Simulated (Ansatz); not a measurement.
# ClFGe2H (SMILES [F]/[Ge]=[GeH]/[Cl]) (doublet): what the fields show

```
atom    x (Å)    y (Å)    z (Å)
  Cl  -1.0007   4.7875   1.4840
   F  -0.8848  -0.3331   0.8500
  Ge  -1.2021   1.0888  -0.1731
  Ge  -0.8248   2.6220   1.7573
   H  -0.4551   2.4466   3.2630
```

Geometry: B3LYP-D3(BJ)/def2-SVP.

Theory: isolated molecule in a Gaussian basis; Kohn-Sham density functional theory, functional PBE0 in Ansatz 0.2.0.

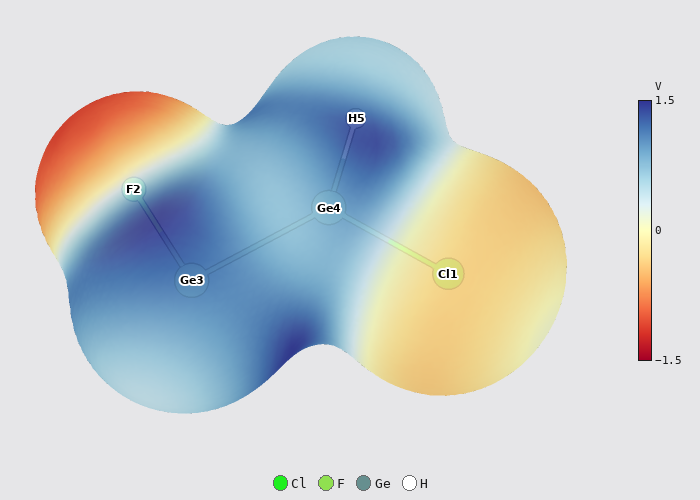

Figure 1. The electrostatic potential painted on the density surface at 0.002 e/bohr³, seen at a tilt; the colour scale runs from red (negative) to blue (positive).

Describe the electrostatic potential map.

Answer. The most negative region (about −1.1 V, or −25 kcal/mol for a unit charge) lies over F2, the most positive (about +1.5 V, or +35 kcal/mol for a unit charge) over Ge3 and Ge4.

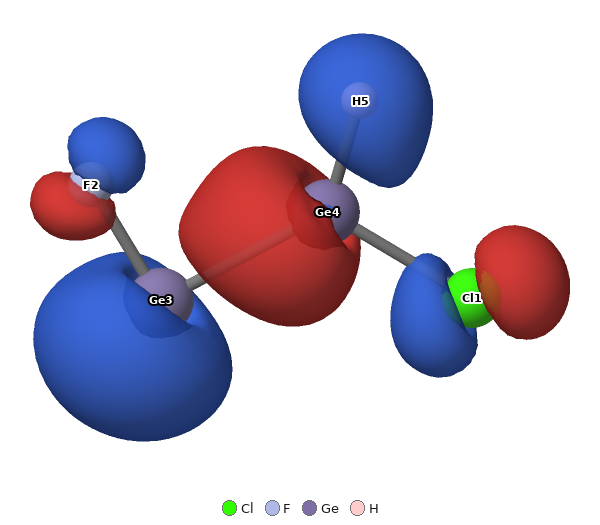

Figure 2. The HOMO (β) at ±0.1 Å⁻³ᐟ² (red and blue are the two phases), seen at a tilt.

What is the character of this orbital?

Answer. It lies mainly on Ge3 (about 45 %), Ge4 (about 30 %), Cl1 (about 10 %), H5 (about 10 %) and F2 (about 5 %); it is symmetric in the molecular plane (an in-plane orbital: σ, lone-pair or in-plane π type). Its energy is −7.45 eV.

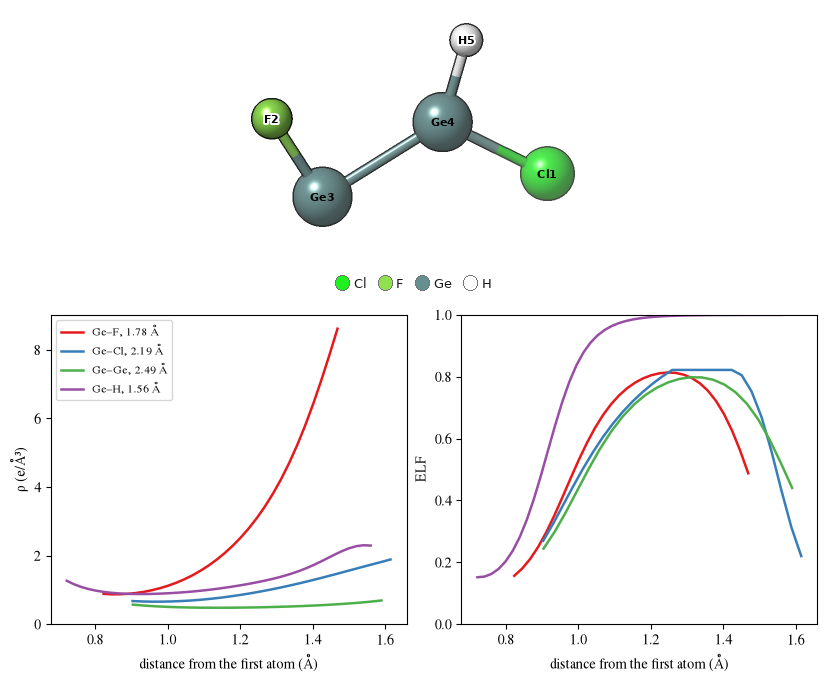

Figure 3. Total electron density and ELF along straight lines between neighbouring atoms. The curves leave out the atomic cores. The structure is drawn too.

Compare the contacts.

Answer. Ge–F (1.78 Å): ρ at the midpoint is about 0.88 e/Å³; the ELF peaks at about 0.80 in the valence shell of F, 0.5 Å from its nucleus, and is about 0.25 at the midpoint.
Ge–Cl (2.19 Å): ρ at the midpoint is about 0.71 e/Å³; the ELF peaks at about 0.80 in the valence shell of Cl, 0.9 Å from its nucleus, and is about 0.65 at the midpoint.
Ge–Ge (2.49 Å): ρ at the midpoint is about 0.49 e/Å³; the ELF peaks at about 0.80 between the atoms (a covalent bond).
Ge–H (1.56 Å): the density is about 1 e/Å³ at the midpoint; the ELF climbs to about 1 towards the hydrogen.
